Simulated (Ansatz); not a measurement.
**[AlH4]− (SMILES [H][Al-]([H])([H])[H]): PBE/3-21G**

What is the energy change on altering one bond length of [AlH4]− at PBE/3-21G? 

Program for the calculation: Ansatz 0.2.0.

6 further runs of the same task are left out: 6 that didn't finish.

**1. The system as given**

[AlH4]−: 5 atoms, total charge -1, spin state singlet. SMILES: `[H][Al-]([H])([H])[H]`. The shape comes from GFN2-xTB, which is rough for such elements, and wasn't checked as a minimum.

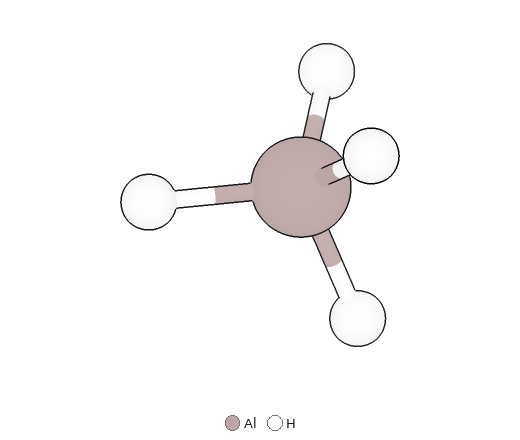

The structure, seen from a chosen angle (aluminium light grey, hydrogen white).

**2. The energy at PBE/3-21G**

The input, in.yaml:

```yaml
crystal:
  periodic: [false, false, false]
  atoms:
    - {symbol: Al, position_ang: [-0.001450, -0.001080, -0.000010]}
    - {symbol: H, position_ang: [0.012860, -0.019320, 1.627070]}
    - {symbol: H, position_ang: [1.530040, 0.013000, -0.552880]}
    - {symbol: H, position_ang: [-0.773910, 1.334120, -0.520140]}
    - {symbol: H, position_ang: [-0.767540, -1.326720, -0.554050]}
basis:
  gaussian:
    orbitals: 3-21G.json
total_charge: -1
magnetization:
  spin_polarized: false
  initial_magnetization: 0
hamiltonian:
  xc: {name: PBE}
accuracy: high
```

The basis set 3-21G is read from a file made from the Basis Set Exchange's data (not shown).

Launch:

```
$ ansatz run in.yaml --threads 1 --pin off --max-ram 2610MiB --events-out events.jsonl --progress --plain --runs-dir runs
```

Output:

```text
Warning: RAYON_NUM_THREADS=1 ignored (pool sized by the plan → 1); use --threads N
Functional definition: PBE
  name "PBE"
  parameter kappa = 0.804
  parameter beta = 0.06672455060314922
  exchange = pbe_x(kappa = kappa, mu = beta*pi^2/3)
  correlation = pbe_c(beta = beta)
425 factors; integrals over basis functions are off by at most 2.7e-9 eV
mean field evaluation 1: about -6620.5127 eV, gradient 1.0e1 eV
mean field evaluation 2: about -6620.7878 eV, gradient 6.4e0 eV
mean field evaluation 4: about -6620.9731 eV, gradient 2.9e-2 eV
mean field evaluation 8: about -6620.9694 eV, gradient 3.9e-4 eV
mean field -6620.96939096 eV, -243.3161372637 hartree, gradient 5.8e-8 eV, S^2 0.000000; 0 other end points of the search recorded, 0 dependent functions left out
reference -6620.96939465 eV, -243.3161373991 hartree; 9, 9 occupied and 12, 12 virtual orbitals, 425 factors
Total energy: -6620.96939465 eV, -243.3161373991 hartree
```

Wall time 0.87 s (1 thread of Arm Neoverse V1, shared host).

**3. The distorted shape at the same level**

The input, job.yaml:

```yaml
crystal:
  periodic: [false, false, false]
  atoms:
    - symbol: Al
      position_ang: [-0.005028, 0.003480, -0.406824]
    - symbol: H
      position_ang: [0.012860, -0.019320, 1.627070]
    - symbol: H
      position_ang: [1.526462, 0.017560, -0.959694]
    - symbol: H
      position_ang: [-0.777488, 1.338680, -0.926954]
    - symbol: H
      position_ang: [-0.771118, -1.322160, -0.960864]
basis:
  gaussian:
    orbitals: 3-21G.json
total_charge: -1
hamiltonian:
  xc: {name: PBE}
accuracy: high
```

The basis set 3-21G is read from a file made from the Basis Set Exchange's data (not shown).

Launch:

```
$ ansatz run job.yaml --threads 1 --pin off --max-ram 2610MiB --events-out events.jsonl --progress --plain --runs-dir runs
```

Output:

```text
Warning: RAYON_NUM_THREADS=1 ignored (pool sized by the plan → 1); use --threads N
Functional definition: PBE
  name "PBE"
  parameter kappa = 0.804
  parameter beta = 0.06672455060314922
  exchange = pbe_x(kappa = kappa, mu = beta*pi^2/3)
  correlation = pbe_c(beta = beta)
422 factors; integrals over basis functions are off by at most 3.1e-9 eV
mean field evaluation 1: about -6620.0313 eV, gradient 1.1e1 eV
mean field evaluation 2: about -6620.1530 eV, gradient 9.3e0 eV
mean field evaluation 4: about -6620.5921 eV, gradient 2.6e-1 eV
mean field evaluation 8: about -6620.5883 eV, gradient 2.7e-3 eV
mean field evaluation 16: about -6620.5883 eV, gradient 6.4e-8 eV
mean field -6620.58830924 eV, -243.3021327687 hartree, gradient 6.4e-8 eV, S^2 0.000000; 0 other end points of the search recorded, 0 dependent functions left out
reference -6620.58831292 eV, -243.3021329041 hartree; 9, 9 occupied and 12, 12 virtual orbitals, 422 factors
Total energy: -6620.58831292 eV, -243.3021329041 hartree
```

Wall time 0.85 s (1 thread of Arm Neoverse V1, shared host).

**4. Outcome**

At PBE/3-21G:

| quantity | value |
| --- | --- |
| first shape: total energy | -243.31614 Eh |
| distorted shape: total energy | -243.30213 Eh |
| energy change with the Al1–H2 bond stretched from 1.627 to 2.034 Å | 0.381 eV |

**Reading.** With the Al1–H2 bond stretched from 1.627 to 2.034 Å the energy rises by 0.38 eV (8.8 kcal/mol). The first shape isn't relaxed at this level, so the change isn't measured from a minimum.
